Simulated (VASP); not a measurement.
Band structure of TiO₂ (anatase). Calculation: MS2 meta-GGA, VASP's PBE PAW potentials (set 64) (plane waves; VASP 6.6.1).

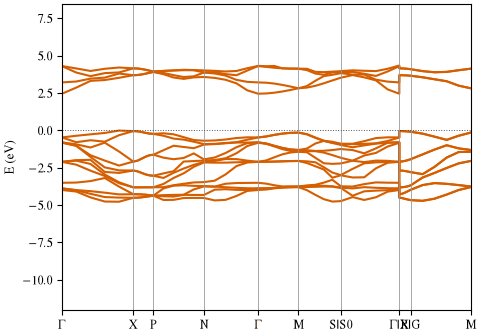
Figure: Bands along high-symmetry lines, zero at the valence-band maximum or, without a gap, the Fermi level

Question: Read the plot: is there a gap, and where are the band edges?

Answer: The gap is indirect, 2.45 eV, from the valence maximum at (-0.44, 0.44, 0.00) to the conduction minimum at Γ.

The compound is TiO2 in the anatase structure, one of several forms; rutile is the usual stable one. It was relaxed first.
